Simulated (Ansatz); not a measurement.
# The cluster Zr₂B₂: single points with varied inputs

How do the results and run time of the cluster Zr₂B₂ respond when the settings are drawn wide?

Program: Ansatz 0.2.0, Gaussian basis. Level of theory: the settings change from run to run. These are calculated values, not measurements.

1 further run of the same task is left out (set aside as unsound or not needed).

### Step 1. The relaxed structure

The structure was relaxed beforehand with PBE0-D4 in a triple-zeta def2 set. Zr takes a core potential in def2 sets; no spin-orbit term is included.

4 atoms, charge 0, spin multiplicity 1.

Atoms are counted from 1 here; the program's logs count them from 0.

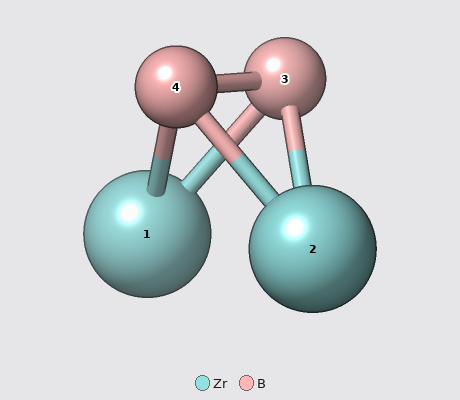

The structure; zirconium light teal, boron pink; atoms are numbered from 1 in the order of the file.

### Step 2. BLYP/def2-TZVPD

This run has charge -1, multiplicity 2.

Contents of in.yaml:

```yaml
crystal:
  periodic: [false, false, false]
  atoms:
    - {symbol: Zr, position_ang: [-1.131005, 0.917226, -0.419945]}
    - {symbol: Zr, position_ang: [-0.429070, -1.448762, 0.117784]}
    - {symbol: B, position_ang: [0.966382, 0.149050, -0.605704]}
    - {symbol: B, position_ang: [0.593683, 0.382496, 0.907865]}
basis:
  gaussian: {orbitals: def2-TZVPD}
total_charge: -1
magnetization: {spin_polarized: true, initial_magnetization: 1}
hamiltonian: {xc: {name: BLYP}}
output: {forces: true}
```

The run is started by

```console
$ ansatz run in.yaml --threads 4 --pin off --events-out ev --progress --plain --max-ram 3916MiB
```

Log:

```text
Functional definition: BLYP
  name "BLYP"
  cite "Becke, Phys. Rev. A 38, 3098 (1988) doi:10.1103/PhysRevA.38.3098"
  cite "Lee, Yang & Parr, Phys. Rev. B 37, 785 (1988) doi:10.1103/PhysRevB.37.785"
  parameter beta = 0.0042
  parameter a = 0.04918
  parameter b = 0.132
  parameter c = 0.2533
  parameter d = 0.349
  exchange = b88_x(beta = beta)
  correlation = lyp_c(a = a, b = b, c = c, d = d)
972 factors; their error is unknown
mean field evaluation 1: about -3883.8935 eV, gradient 5.8e1 eV
mean field evaluation 2: about -3494.2543 eV, gradient 1.6e2 eV
mean field evaluation 4: about -3850.0145 eV, gradient 8.5e1 eV
mean field evaluation 8: about -3905.5216 eV, gradient 1.2e1 eV
mean field evaluation 16: about -3906.3404 eV, gradient 4.6e-3 eV
mean field evaluation 32: about -3906.3404 eV, gradient 5.0e-5 eV
mean field evaluation 64: about -3906.0944 eV, gradient 2.3e0 eV
mean field evaluation 96: about -3905.5555 eV, gradient 5.8e-1 eV
mean field evaluation 128: about -3905.6895 eV, gradient 4.5e-2 eV
mean field -3906.34043073 eV, -143.5553630165 hartree, gradient 7.2e-6 eV, S^2 0.763328; 10 other end points of the search recorded, 0 dependent functions left out
the calculation of the forces begins
reference -3906.34066740 eV, -143.5553717141 hartree; 18, 17 occupied and 136, 137 virtual orbitals, 972 factors
Total energy: -3906.34066740 eV, -143.5553717141 hartree
Atom 0 at    -1.131005     0.917226    -0.419945 Å, force    -0.878425    -0.187579    -0.187401 eV/Å
Atom 1 at    -0.429070    -1.448762     0.117784 Å, force    -0.818031    -0.390218    -0.141228 eV/Å
Atom 2 at     0.966382     0.149050    -0.605704 Å, force     0.977880     0.207701    -0.362347 eV/Å
Atom 3 at     0.593683     0.382496     0.907865 Å, force     0.718576     0.370097     0.690976 eV/Å
Dipole moment:    -0.650608    -0.221643    -0.126016 e Å
```

Run time: 18 s. Hardware: 4 threads of AMD EPYC 7R43, shared host.

Largest force 1.063 eV/Å, ⟨S²⟩ 0.763.

### Step 3. PBE0/def2-SVP

Options: charge -1, multiplicity 2, restricted open-shell orbitals, density fitting with def2-universal-jkfit, finite nuclei, D4 dispersion.

Edit in.yaml of step 2 so:

```diff
@@ -8,6 +8,6 @@
 basis:
-  gaussian: {orbitals: def2-TZVPD}
+  gaussian: {orbitals: def2-SVP, fitting: {mean_field: def2-universal-jkfit}, nuclear_model: gaussian}
 total_charge: -1
-magnetization: {spin_polarized: true, initial_magnetization: 1}
-hamiltonian: {xc: {name: BLYP}}
-output: {forces: true}
+magnetization: {spin_polarized: false, initial_magnetization: 1}
+hamiltonian: {xc: {name: PBE0}, dispersion: d4}
+scf: {omitted_lower_state_checks: [starts]}
```

The command is unchanged.

Log, shortened:

```text
Functional definition: PBE0
  name "PBE0"
  cite "Adamo & Barone, J. Chem. Phys. 110, 6158 (1999) doi:10.1063/1.478522"
  cite "Perdew, Burke & Ernzerhof, Phys. Rev. Lett. 77, 3865 (1996) doi:10.1103/PhysRevLett.77.3865"
  parent pbe
[...]
660 factors; integrals over basis functions are off by at most 1.9e-2 eV
[...]
mean field -3903.29499766 eV, -143.4434454156 hartree, gradient 5.6e-6 eV, S^2 0.750000; 0 other end points of the search recorded, 0 dependent functions left out
reference -3903.29502230 eV, -143.4434463210 hartree; 18, 17 occupied and 72, 73 virtual orbitals, 660 factors
Total energy: -3903.42795455 eV, -143.4483314912 hartree
Checks for a lower state left out: starts
```

It took 1.9 s on 4 threads of AMD EPYC 7R43, shared host.

### Step 4. wB97X/def2-TZVP

Options: charge +1, multiplicity 2.

Contents of in.yaml:

```yaml
crystal:
  periodic: [false, false, false]
  atoms:
    - {symbol: Zr, position_ang: [-1.131005, 0.917226, -0.419945]}
    - {symbol: Zr, position_ang: [-0.429070, -1.448762, 0.117784]}
    - {symbol: B, position_ang: [0.966382, 0.149050, -0.605704]}
    - {symbol: B, position_ang: [0.593683, 0.382496, 0.907865]}
basis:
  gaussian: {orbitals: def2-TZVP}
total_charge: 1
magnetization: {spin_polarized: true, initial_magnetization: 1}
hamiltonian: {xc: {name: wB97X}}
scf: {omitted_lower_state_checks: [starts]}
```

Launched as before.

Log, shortened:

```text
Functional definition: wB97X
  name "wB97X"
  cite "Chai & Head-Gordon, J. Chem. Phys. 128, 084106 (2008) doi:10.1063/1.2834918"
  cite "Becke, J. Chem. Phys. 107, 8554 (1997) doi:10.1063/1.475007"
[...]
  # The coefficients of nought are those of the uniform gas.
[...]
      + exact_x_lr(omega)
[...]
      + integral(e_c_pw_opposite_spin*poly(b97_u_opposite, 1, cos1, cos2, cos3, cos4))
[...]
1042 factors; their error is unknown
284 factors; integrals over basis functions are off by at most 1.6e-5 eV
[...]
mean field -3898.96489702 eV, -143.2843171521 hartree, gradient 6.8e-6 eV, S^2 0.828932; 0 other end points of the search recorded, 0 dependent functions left out
reference -3898.96486336 eV, -143.2843159150 hartree; 17, 16 occupied and 125, 126 virtual orbitals, 1042 factors
Total energy: -3898.96486336 eV, -143.2843159150 hartree
Checks for a lower state left out: starts
```

Run time: 34 s. Hardware: 4 threads of AMD EPYC 7R43, shared host; peak memory 0.76 GiB.

⟨S²⟩ 0.829.

### Step 5. BLYP/def2-mTZVP

This run has a point charge of 0.50 e beside it, the search for lower states set to off.

Edit in.yaml of step 4 so:

```diff
@@ -8,6 +8,4 @@
 basis:
-  gaussian: {orbitals: def2-TZVP}
-total_charge: 1
-magnetization: {spin_polarized: true, initial_magnetization: 1}
-hamiltonian: {xc: {name: wB97X}}
-scf: {omitted_lower_state_checks: [starts]}
+  gaussian: {orbitals: def2-mTZVP, point_charges: [{charge: 0.50, position_ang: [5.633, -0.723, 0.248]}]}
+hamiltonian: {xc: {name: BLYP}}
+scf: {lower_state_search: off}
```

The command is unchanged.

Log, shortened:

```text
Functional definition: BLYP
  name "BLYP"
  cite "Becke, Phys. Rev. A 38, 3098 (1988) doi:10.1103/PhysRevA.38.3098"
  cite "Lee, Yang & Parr, Phys. Rev. B 37, 785 (1988) doi:10.1103/PhysRevB.37.785"
[...]
990 factors; their error is unknown
[...]
mean field -3905.20118497 eV, -143.5134965072 hartree, gradient 1.9e-6 eV, S^2 0.000000; 0 other end points of the search recorded, 0 dependent functions left out
reference -3905.20144941 eV, -143.5135062252 hartree; 17, 17 occupied and 87, 87 virtual orbitals, 990 factors
Total energy: -3905.20144941 eV, -143.5135062252 hartree
Checks for a lower state left out: stability, starts, cluster_reference, orbital_swaps, neighbouring_geometries, increment
```

Run time: 0.95 s. Hardware: 4 threads of AMD EPYC 7R43, shared host.

### Step 6. All runs side by side

| level | charge | multiplicity | geometry | functions | energy (eV) | time |
| --- | --- | --- | --- | --- | --- | --- |
| BLYP/def2-TZVPD | -1 | 2 | relaxed | 154 | -3906.341 | 18 s |
| PBE0/def2-SVP | -1 | 2 | relaxed | 90 | -3903.428 | 1.9 s |
| wB97X/def2-TZVP | 1 | 2 | relaxed | 142 | -3898.965 | 34 s |
| BLYP/def2-mTZVP | 0 | 1 | relaxed, point charge | 104 | -3905.201 | 0.95 s |

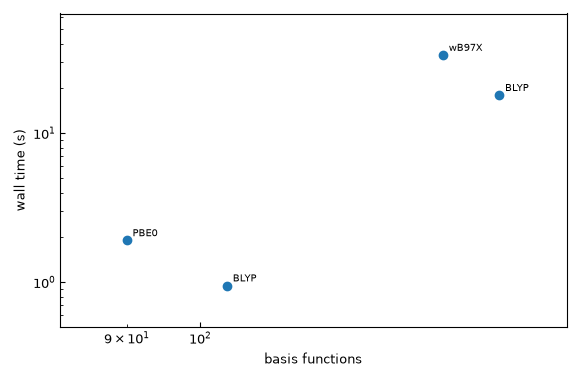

Wall time against the number of basis functions (shared host).

### Step 7. What came out

| quantity | value |
| --- | --- |
| runs | 4 |
| quickest | BLYP/def2-mTZVP, 0.95 s |
| slowest | wB97X/def2-TZVP, 34 s |

What this shows: The runs differ in state or geometry as well as level, so their energies can't be set against each other. Run time spans a factor of 35, from BLYP/def2-mTZVP to wB97X/def2-TZVP. The jobs differ in tasks and options as well as level.
